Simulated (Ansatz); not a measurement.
System: Li3Bi2Br (amorphous cell), 6 atoms in the cell, cell charge −2 e.

```
Li Br Bi
1.0
     4.65615    0.61499   -0.83905
    -0.34876    5.46753    0.08547
     3.29368    0.17036    5.11877
Li Br Bi
3 1 2
Direct
  0.34699 0.52906 0.43138
  0.74001 0.81123 0.74511
  0.00118 0.60738 0.12042
  0.78379 0.32541 0.58397
  0.18222 0.13597 0.81337
  0.31868 0.02938 0.26295
```

Computed with Ansatz 0.2.0: DFT with PBE, PAW plane waves, no spin polarisation, 4×4×3 k mesh, 420 eV cutoff.

What will the density of states look like?

It is a metal. The density of states at the Fermi level isn't well fixed here: it changes fast, and within 0.3 eV it runs from 0.97 to 3.1 per eV and cell. By projected weight, the states within 0.3 eV of the Fermi level are Bi 6p (65 %) and Li 2s (25 %); the projections cover about 80 % of the total there. The tallest peak in the window is at −6.2 eV; by projected weight it is Br 4p (70 %) and Bi 6p (20 %).

The atoms aren't at rest in this cell (largest force 3.5 eV/Å), so the relaxed material can differ. The cell carries a charge of -2 e on a uniform background. Spin-orbit coupling is left out, which matters for Bi.

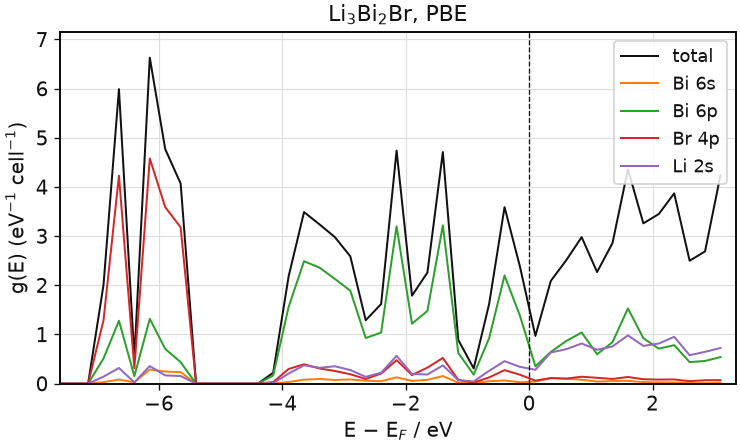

Density of states. Energies are counted from the Fermi level. The partial curves are projected on Löwdin-orthogonalised atomic shells; they sum to less than the total at higher energies, where shells without a projector contribute.
